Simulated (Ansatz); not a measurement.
# Cl2F2H3NZr: two geometries relaxed, part 2 of 2

Aim: relax the geometries before and after the reaction (ligand exchange), and see whether they are two minima and how far apart in energy. Meant to form: Zr1–F8, H9–N2; to break: Zr1–N2, H9–F8. The start is a guess near the saddle point, from which both ends are pulled out.

Ansatz 0.2.0; RKS B3LYP-D4/def2-SVP. Earlier steps stand in the parts before.

**5. Pulling towards end B**

Springs on the bonds that form and break draw the guess towards this end; the thresholds are loose.

The input, input.yaml:

```yaml
crystal:
  periodic: [false, false, false]
  atoms:
    - { symbol: Zr, position_ang: [0.0, 0.0, 0.0] }
    - { symbol: "N", position_ang: [0.0, 0.0, 2.56] }
    - { symbol: H, position_ang: [-0.877, -0.2713, 3.09] }
    - { symbol: H, position_ang: [0.877, 0.2713, 3.09] }
    - { symbol: F, position_ang: [1.8671, 0.0, -0.6593] }
    - { symbol: Cl, position_ang: [-1.1869, 2.0563, -0.8392] }
    - { symbol: Cl, position_ang: [-1.1869, -2.0563, -0.8392] }
    - { symbol: F, position_ang: [0.8547, 1.9877, 0.7189] }
    - { symbol: H, position_ang: [0.5629, 1.3091, 1.9368] }
basis:
  gaussian: { orbitals: def2-SVP }
hamiltonian:
  xc: b3lyp
  dispersion: d4
relax:
  f_tol: 0.15
  max_steps: 25
  restrain:
    - { distance: [0, 7], at: 1.98, k: 30.0 }
    - { distance: [8, 1], at: 1.06, k: 30.0 }
    - { distance: [0, 1], at: 3.41, k: 30.0 }
    - { distance: [8, 7], at: 2.12, k: 30.0 }
```

On the command line:

```console
> ansatz run input.yaml --threads 4 --pin off --max-ram 5120MiB --backend cpu --events-out ev --progress --plain --runs-dir out
```

Log:

```text
Warning: RAYON_NUM_THREADS=4 ignored (pool sized by the plan → 4); use --threads N
The last accepted step is kept in <dir> (removed where the run ends without a failure and the disk answers)
Engine: ansatz 0.2.0, aarch64-unknown-linux-gnu
Functional definition: B3LYP
  parameter a0 = 0.2
  parameter ax = 0.72
  parameter ac = 0.81
  exchange = (1 - a0 - ax)*slater_x + ax*b88_x + a0*exact_x
  correlation = (1 - ac)*vwn_rpa_c + ac*lyp_c
1298 factors; integrals over basis functions are off by at most 3.3e-4 eV
mean field evaluation 1: about -33280.3589 eV, gradient 7.3e1 eV
mean field evaluation 2: about -33075.3474 eV, gradient 3.1e2 eV
mean field evaluation 4: about -33290.3405 eV, gradient 2.3e1 eV
mean field evaluation 8: about -33291.5202 eV, gradient 1.7e-1 eV
mean field evaluation 16: about -33291.5596 eV, gradient 1.4e-4 eV
mean field -33291.55963437 eV, -1223.4422507336 hartree, gradient 1.4e-5 eV, S^2 0.000000; 0 other end points of the search recorded, 0 dependent functions left out
the calculation of the forces begins
reference -33291.55998434 eV, -1223.4422635947 hartree; 37, 37 occupied and 87, 87 virtual orbitals, 1298 factors
relax step   1: F+E_penalty+E_count = -33291.92772995 eV  Δ(F+E_penalty+E_count) = +0.000e0 eV  max|allowed force component| = 2.957e0 eV/Å  E_restraint = 23.12500353 eV  max|allowed force component, restraints' pulls added| = 2.280e1 eV/Å  Δτ_max = 0.0000 Å  (31 SCF iters, accepted)
  distance Zr 0 - F 7 = 2.2800 Å
  distance H 8 - N 1 = 1.5553 Å
  distance Zr 0 - N 1 = 2.5600 Å
  distance H 8 - F 7 = 1.4244 Å
these checks for a lower state are left out or cut short: starts, cluster_reference, orbital_swaps, neighbouring_geometries, increment
1298 factors; integrals over basis functions are off by at most 4.1e-4 eV
mean field -33291.82191758 eV, -1223.4518894637 hartree, gradient 1.3e-5 eV, S^2 0.000000; 0 other end points of the search recorded, 0 dependent functions left out
the calculation of the forces begins
reference -33291.82226277 eV, -1223.4519021492 hartree; 37, 37 occupied and 87, 87 virtual orbitals, 1298 factors
relax step   2: F+E_penalty+E_count = -33292.17455211 eV  Δ(F+E_penalty+E_count) = -2.468e-1 eV  max|allowed force component| = 4.877e0 eV/Å  E_restraint = 9.85694932 eV  max|allowed force component, restraints' pulls added| = 1.589e1 eV/Å  Δτ_max = 0.1945 Å  (38 SCF iters, accepted)
  distance Zr 0 - F 7 = 2.1938 Å
  distance H 8 - N 1 = 1.3346 Å
  distance Zr 0 - N 1 = 2.8312 Å
  distance H 8 - F 7 = 1.6716 Å
these checks for a lower state are left out or cut short: starts, cluster_reference, orbital_swaps, neighbouring_geometries, increment
1298 factors; integrals over basis functions are off by at most 5.9e-4 eV
mean field evaluation 32: about -33292.5074 eV, gradient 8.4e-5 eV
mean field -33292.50738481 eV, -1223.4770799198 hartree, gradient 1.5e-5 eV, S^2 0.000000; 0 other end points of the search recorded, 0 dependent functions left out
the calculation of the forces begins
reference -33292.50772638 eV, -1223.4770924722 hartree; 37, 37 occupied and 87, 87 virtual orbitals, 1298 factors
relax step   3: F+E_penalty+E_count = -33292.85292228 eV  Δ(F+E_penalty+E_count) = -6.784e-1 eV  max|allowed force component| = 4.585e0 eV/Å  E_restraint = 3.02000276 eV  max|allowed force component, restraints' pulls added| = 7.976e0 eV/Å  Δτ_max = 0.1948 Å  (39 SCF iters, accepted)
  distance Zr 0 - F 7 = 2.1003 Å
  distance H 8 - N 1 = 1.1275 Å
  distance Zr 0 - N 1 = 3.0272 Å
  distance H 8 - F 7 = 1.9308 Å
these checks for a lower state are left out or cut short: starts, cluster_reference, orbital_swaps, neighbouring_geometries, increment
1298 factors; integrals over basis functions are off by at most 6.1e-4 eV
mean field -33293.44847667 eV, -1223.5116644078 hartree, gradient 1.3e-5 eV, S^2 0.000000; 0 other end points of the search recorded, 0 dependent functions left out
the calculation of the forces begins
reference -33293.44881837 eV, -1223.5116769651 hartree; 37, 37 occupied and 87, 87 virtual orbitals, 1298 factors
relax step   4: F+E_penalty+E_count = -33293.78620644 eV  Δ(F+E_penalty+E_count) = -9.333e-1 eV  max|allowed force component| = 4.601e0 eV/Å  E_restraint = 0.33759890 eV  max|allowed force component, restraints' pulls added| = 4.289e0 eV/Å  Δτ_max = 0.1945 Å  (39 SCF iters, accepted)
  distance Zr 0 - F 7 = 1.9964 Å
  distance H 8 - N 1 = 1.0181 Å
  distance Zr 0 - N 1 = 3.2673 Å
  distance H 8 - F 7 = 2.1088 Å
these checks for a lower state are left out or cut short: starts, cluster_reference, orbital_swaps, neighbouring_geometries, increment
1298 factors; integrals over basis functions are off by at most 6.6e-4 eV
mean field -33294.26096282 eV, -1223.5415227230 hartree, gradient 1.3e-5 eV, S^2 0.000000; 0 other end points of the search recorded, 0 dependent functions left out
the calculation of the forces begins
reference -33294.26130648 eV, -1223.5415353522 hartree; 37, 37 occupied and 87, 87 virtual orbitals, 1298 factors
relax step   5: F+E_penalty+E_count = -33294.59729466 eV  Δ(F+E_penalty+E_count) = -8.111e-1 eV  max|allowed force component| = 3.426e0 eV/Å  E_restraint = 0.02906953 eV  max|allowed force component, restraints' pulls added| = 3.131e0 eV/Å  Δτ_max = 0.1947 Å  (38 SCF iters, accepted)
  distance Zr 0 - F 7 = 1.9600 Å
  distance H 8 - N 1 = 1.0471 Å
  distance Zr 0 - N 1 = 3.3787 Å
  distance H 8 - F 7 = 2.1398 Å
these checks for a lower state are left out or cut short: starts, cluster_reference, orbital_swaps, neighbouring_geometries, increment
1298 factors; integrals over basis functions are off by at most 7.2e-4 eV
mean field -33294.92335871 eV, -1223.5658653229 hartree, gradient 1.3e-5 eV, S^2 0.000000; 0 other end points of the search recorded, 0 dependent functions left out
the calculation of the forces begins
reference -33294.92370571 eV, -1223.5658780751 hartree; 37, 37 occupied and 87, 87 virtual orbitals, 1298 factors
relax step   6: F+E_penalty+E_count = -33295.26116905 eV  Δ(F+E_penalty+E_count) = -6.639e-1 eV  max|allowed force component| = 2.133e0 eV/Å  E_restraint = 0.01550696 eV  max|allowed force component, restraints' pulls added| = 1.373e0 eV/Å  Δτ_max = 0.1977 Å  (37 SCF iters, accepted)
  distance Zr 0 - F 7 = 1.9640 Å
  distance H 8 - N 1 = 1.0573 Å
  distance Zr 0 - N 1 = 3.3822 Å
  distance H 8 - F 7 = 2.1196 Å
these checks for a lower state are left out or cut short: starts, cluster_reference, orbital_swaps, neighbouring_geometries, increment
1298 factors; integrals over basis functions are off by at most 7.8e-4 eV
mean field evaluation 64: about -33295.2758 eV, gradient 6.5e-3 eV
mean field -33295.27578433 eV, -1223.5788167258 hartree, gradient 1.4e-5 eV, S^2 0.000000; 0 other end points of the search recorded, 0 dependent functions left out
the calculation of the forces begins
reference -33295.27613384 eV, -1223.5788295697 hartree; 37, 37 occupied and 87, 87 virtual orbitals, 1298 factors
relax step   7: F+E_penalty+E_count = -33295.61515208 eV  Δ(F+E_penalty+E_count) = -3.540e-1 eV  max|allowed force component| = 1.286e0 eV/Å  E_restraint = 0.02314603 eV  max|allowed force component, restraints' pulls added| = 7.588e-1 eV/Å  Δτ_max = 0.1951 Å  (33 SCF iters, accepted)
  distance Zr 0 - F 7 = 1.9617 Å
  distance H 8 - N 1 = 1.0480 Å
  distance Zr 0 - N 1 = 3.3774 Å
  distance H 8 - F 7 = 2.1222 Å
these checks for a lower state are left out or cut short: starts, cluster_reference, orbital_swaps, neighbouring_geometries, increment
1298 factors; integrals over basis functions are off by at most 7.8e-4 eV
mean field -33295.47990254 eV, -1223.5863179313 hartree, gradient 9.5e-6 eV, S^2 0.000000; 0 other end points of the search recorded, 0 dependent functions left out
the calculation of the forces begins
reference -33295.48025322 eV, -1223.5863308188 hartree; 37, 37 occupied and 87, 87 virtual orbitals, 1298 factors
relax step   8: F+E_penalty+E_count = -33295.82121193 eV  Δ(F+E_penalty+E_count) = -2.061e-1 eV  max|allowed force component| = 8.865e-1 eV/Å  E_restraint = 0.02489157 eV  max|allowed force component, restraints' pulls added| = 5.172e-1 eV/Å  Δτ_max = 0.1950 Å  (32 SCF iters, accepted)
  distance Zr 0 - F 7 = 1.9533 Å
  distance H 8 - N 1 = 1.0385 Å
  distance Zr 0 - N 1 = 3.3882 Å
  distance H 8 - F 7 = 2.1229 Å
these checks for a lower state are left out or cut short: starts, cluster_reference, orbital_swaps, neighbouring_geometries, increment
1298 factors; integrals over basis functions are off by at most 7.6e-4 eV
mean field -33295.55791958 eV, -1223.5891850048 hartree, gradient 2.3e-5 eV, S^2 0.000000; 0 other end points of the search recorded, 0 dependent functions left out
the calculation of the forces begins
reference -33295.55827009 eV, -1223.5891978859 hartree; 37, 37 occupied and 87, 87 virtual orbitals, 1298 factors
relax step   9: F+E_penalty+E_count = -33295.90180797 eV  Δ(F+E_penalty+E_count) = -8.060e-2 eV  max|allowed force component| = 1.065e0 eV/Å  E_restraint = 0.01802211 eV  max|allowed force component, restraints' pulls added| = 6.396e-1 eV/Å  Δτ_max = 0.1943 Å  (31 SCF iters, accepted)
  distance Zr 0 - F 7 = 1.9529 Å
  distance H 8 - N 1 = 1.0473 Å
  distance Zr 0 - N 1 = 3.3936 Å
  distance H 8 - F 7 = 2.1260 Å
these checks for a lower state are left out or cut short: starts, cluster_reference, orbital_swaps, neighbouring_geometries, increment
1298 factors; integrals over basis functions are off by at most 7.6e-4 eV
mean field -33295.58093261 eV, -1223.5900307182 hartree, gradient 1.9e-5 eV, S^2 0.000000; 0 other end points of the search recorded, 0 dependent functions left out
the calculation of the forces begins
reference -33295.58128299 eV, -1223.5900435942 hartree; 37, 37 occupied and 87, 87 virtual orbitals, 1298 factors
relax step  10: F+E_penalty+E_count = -33295.92853855 eV  Δ(F+E_penalty+E_count) = -2.673e-2 eV  max|allowed force component| = 1.050e0 eV/Å  E_restraint = 0.02090428 eV  max|allowed force component, restraints' pulls added| = 3.865e-1 eV/Å  Δτ_max = 0.2000 Å  (30 SCF iters, accepted)
  distance Zr 0 - F 7 = 1.9520 Å
  distance H 8 - N 1 = 1.0398 Å
  distance Zr 0 - N 1 = 3.3978 Å
  distance H 8 - F 7 = 2.1273 Å
these checks for a lower state are left out or cut short: starts, cluster_reference, orbital_swaps, neighbouring_geometries, increment
1298 factors; integrals over basis functions are off by at most 7.3e-4 eV
mean field -33295.59136984 eV, -1223.5904142791 hartree, gradient 2.3e-5 eV, S^2 0.000000; 0 other end points of the search recorded, 0 dependent functions left out
the calculation of the forces begins
reference -33295.59172074 eV, -1223.5904271744 hartree; 37, 37 occupied and 87, 87 virtual orbitals, 1298 factors
relax step  11: F+E_penalty+E_count = -33295.93761188 eV  Δ(F+E_penalty+E_count) = -9.073e-3 eV  max|allowed force component| = 9.685e-1 eV/Å  E_restraint = 0.02089539 eV  max|allowed force component, restraints' pulls added| = 6.799e-2 eV/Å  Δτ_max = 0.1092 Å  (31 SCF iters, accepted)
  distance Zr 0 - F 7 = 1.9536 Å
  distance H 8 - N 1 = 1.0378 Å
  distance Zr 0 - N 1 = 3.3973 Å
  distance H 8 - F 7 = 2.1265 Å
1298 factors; integrals over basis functions are off by at most 7.3e-4 eV
mean field evaluation 96: about -33295.5914 eV, gradient 2.3e-5 eV
mean field -33295.59136984 eV, -1223.5904142791 hartree, gradient 2.3e-5 eV, S^2 0.000000; 1 other end points of the search recorded, 0 dependent functions left out
the calculation of the forces begins
reference -33295.59172074 eV, -1223.5904271744 hartree; 37, 37 occupied and 87, 87 virtual orbitals, 1298 factors
Total energy: -33295.93796278 eV, -1223.6031513347 hartree
Atom 0 at     0.187211     0.500847    -0.522081 Å, force     0.318160     0.430355     0.968471 eV/Å
Atom 1 at     0.017598     0.078121     2.844565 Å, force     0.199538     0.671614    -0.407280 eV/Å
Atom 2 at    -0.819333     0.063021     3.429013 Å, force     0.003048     0.022308    -0.022255 eV/Å
Atom 3 at     0.742245    -0.416660     3.366097 Å, force     0.008019    -0.026424    -0.016900 eV/Å
Atom 4 at     1.712532     0.116069    -1.566741 Å, force     0.018397     0.010121    -0.027111 eV/Å
Atom 5 at    -1.282398     1.734950    -1.869853 Å, force    -0.015671     0.010111     0.009875 eV/Å
Atom 6 at    -0.829323    -1.601048    -0.201430 Å, force    -0.026941    -0.006350     0.001296 eV/Å
Atom 7 at     0.850451     1.757882     0.818225 Å, force    -0.267378    -0.438805    -0.733333 eV/Å
Atom 8 at     0.331916     1.063617     2.760205 Å, force    -0.237173    -0.672930     0.227237 eV/Å
Dipole moment:     0.002831     0.047046     0.686355 e Å
```

Run time: 62 s. Hardware: 4 threads of Arm Neoverse N1, shared host; peak memory 0.34 GiB.

The steps of the relaxation:

```
step  energy from step 1 (eV)  largest force component (eV/Å)
   1                   0.0000                          2.9567
   2                  -0.2468                          4.8769
   3                  -0.9252                          4.5854
   4                  -1.8585                          4.6009
   5                  -2.6696                          3.4264
   6                  -3.3334                          2.1333
   7                  -3.6874                          1.2862
   8                  -3.8935                          0.8865
   9                  -3.9741                          1.0645
  10                  -4.0008                          1.0499
  11                  -4.0099                          0.9685
```

Step 1 is the start. Energies and forces in the table leave out the springs, which the log lists apart; the run stops on the force with the springs' pull added.

After: Bond lengths: N2–H3 1.021 Å, N2–H4 1.021 Å, Zr1–F5 1.888 Å, Zr1–Cl6 2.345 Å, Zr1–Cl7 2.357 Å, Zr1–F8 1.954 Å, N2–H9 1.038 Å. Angles: H3–N2–H4 106.4°, H3–N2–H9 108.0°, H4–N2–H9 106.7°, F5–Zr1–Cl6 107.2°, F5–Zr1–Cl7 104.0°, F5–Zr1–F8 103.7°, Cl6–Zr1–Cl7 106.1°, Cl6–Zr1–F8 105.6°, Cl7–Zr1–F8 128.8°.

Pairs that crossed the distance rule for bonds on the way: came closer N2–H9; moved apart Zr1–N2, Zr1–H9.

**6. End point B**

It starts where the restrained run ended.

The input, input.yaml:

```yaml
crystal:
  periodic: [false, false, false]
  atoms:
    - { symbol: Zr, position_ang: [0.187211, 0.500847, -0.522081] }
    - { symbol: "N", position_ang: [0.017598, 0.078121, 2.844565] }
    - { symbol: H, position_ang: [-0.819333, 0.063021, 3.429013] }
    - { symbol: H, position_ang: [0.742245, -0.41666, 3.366097] }
    - { symbol: F, position_ang: [1.712532, 0.116069, -1.566741] }
    - { symbol: Cl, position_ang: [-1.282398, 1.73495, -1.869853] }
    - { symbol: Cl, position_ang: [-0.829323, -1.601048, -0.20143] }
    - { symbol: F, position_ang: [0.850451, 1.757882, 0.818225] }
    - { symbol: H, position_ang: [0.331916, 1.063617, 2.760205] }
basis:
  gaussian: { orbitals: def2-SVP }
hamiltonian:
  xc: b3lyp
  dispersion: d4
relax:
  f_tol: 0.03
  max_steps: 50
```

On the command line:

```console
> ansatz run input.yaml --threads 4 --pin off --max-ram 5120MiB --backend cpu --events-out ev --progress --plain --runs-dir out
```

Log (excerpt; [...] marks lines left out):

```text
Warning: RAYON_NUM_THREADS=4 ignored (pool sized by the plan → 4); use --threads N
[...]
[... 1 set-up line as earlier in the session ...]
[...]
1295 factors; integrals over basis functions are off by at most 5.0e-4 eV
[...]
mean field -33295.59137459 eV, -1223.5904144536 hartree, gradient 3.2e-5 eV, S^2 0.000000; 0 other end points of the search recorded, 0 dependent functions left out
[...]
reference -33295.59172464 eV, -1223.5904273180 hartree; 37, 37 occupied and 87, 87 virtual orbitals, 1295 factors
relax step   1: F+E_penalty+E_count = -33295.93761664 eV  Δ(F+E_penalty+E_count) = +0.000e0 eV  max|allowed force component| = 9.685e-1 eV/Å  Δτ_max = 0.0000 Å  (30 SCF iters, accepted)
[...]
relax step   5: F+E_penalty+E_count = -33296.64230347 eV  Δ(F+E_penalty+E_count) = -1.119e-1 eV  max|allowed force component| = 1.089e0 eV/Å  Δτ_max = 0.1950 Å  (31 SCF iters, accepted)
[...]
Total energy: -33296.94621424 eV, -1223.6402038926 hartree
Atom 0 at     0.479696     0.335116    -0.049078 Å, force     0.013919     0.005024     0.016054 eV/Å
Atom 1 at    -0.267455     0.442778     2.281362 Å, force     0.005987    -0.001821    -0.018093 eV/Å
Atom 2 at    -1.226043     0.109459     2.405083 Å, force    -0.008526    -0.004355     0.004729 eV/Å
Atom 3 at     0.322350    -0.123892     2.895949 Å, force     0.001703     0.000005     0.002737 eV/Å
Atom 4 at     1.158200     0.298617    -1.831473 Å, force     0.000296    -0.000288    -0.003215 eV/Å
Atom 5 at    -1.453040     1.688600    -0.385379 Å, force    -0.006800     0.004241    -0.000103 eV/Å
Atom 6 at     0.146520    -1.999213     0.299013 Å, force    -0.002665    -0.005489     0.000335 eV/Å
Atom 7 at     1.990409     1.146558     0.797888 Å, force    -0.003016    -0.002198    -0.004833 eV/Å
Atom 8 at    -0.239738     1.398777     2.644635 Å, force    -0.000897     0.004880     0.002389 eV/Å
Dipole moment:    -0.298240     0.082960     1.141633 e Å
```

Wall time 93 s (4 threads of Arm Neoverse N1, shared host); peak memory 0.34 GiB.

Relaxation path:

```
step  energy from step 1 (eV)  largest force component (eV/Å)
   1                   0.0000                          0.9685
   2                  -0.1491                          0.9696
   3                  -0.3579                          1.5733
   4                  -0.5927                          1.2225
   5                  -0.7047                          1.0885
   6                  -0.7204                          0.3614
   7                  -0.7399                          0.3172
   8                  -0.7469                          0.1680
   9                  -0.7670                          0.2027
  10                  -0.7783                          0.1801
  11                  -0.8054                          0.3211
  12                  -0.8328                          0.7038
  13                  -0.8782                          0.7851
  14                  -0.9689                          0.4257
  15                  -1.0041                          0.0757
  16                  -1.0079                          0.0581
  17                  -1.0083                          0.0181
```

Step 1 is the start.

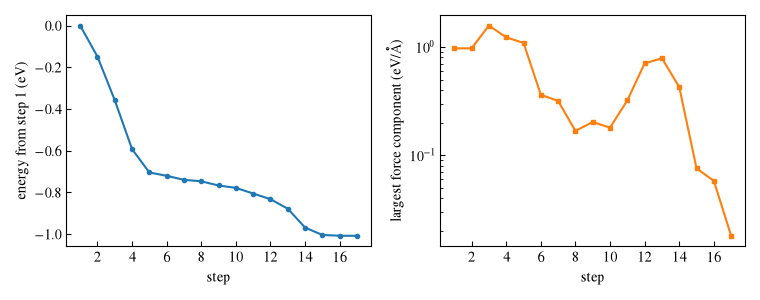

Energy and largest force along the relaxation.

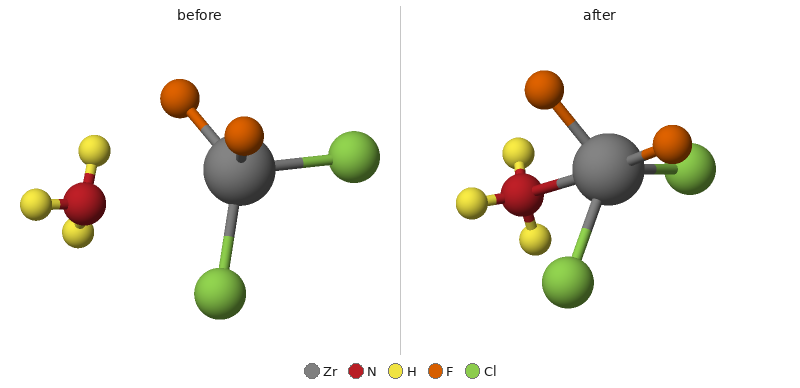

Before and after, at one scale.

After: Bond lengths: Zr1–N2 2.450 Å, N2–H3 1.022 Å, N2–H4 1.023 Å, Zr1–F5 1.908 Å, Zr1–Cl6 2.383 Å, Zr1–Cl7 2.384 Å, Zr1–F8 1.913 Å, N2–H9 1.023 Å. Angles (14 of 16 angles, heavy atoms first): N2–Zr1–F5 176.6°, N2–Zr1–Cl6 82.1°, N2–Zr1–Cl7 82.0°, N2–Zr1–F8 78.5°, F5–Zr1–Cl6 99.6°, F5–Zr1–Cl7 99.6°, F5–Zr1–F8 98.1°, Cl6–Zr1–Cl7 117.6°, Cl6–Zr1–F8 117.5°, Cl7–Zr1–F8 117.5°, Zr1–N2–H3 112.8°, Zr1–N2–H4 111.8°, Zr1–N2–H9 111.8°, H3–N2–H4 106.7°.

Pairs that crossed the distance rule for bonds on the way: came closer Zr1–N2.

**7. Results**

The summary covers parts 1 to 2.

```
                           quantity                     value
                              end A  25 moves, 2.225 eV lower
                              end B  16 moves, 1.008 eV lower
largest difference between the ends                    0.02 Å
            end B relative to end A                 -0.000 eV
```

The two relaxations end at one structure, within 0.02 Å: no second minimum was found from this start, which doesn't rule one out.
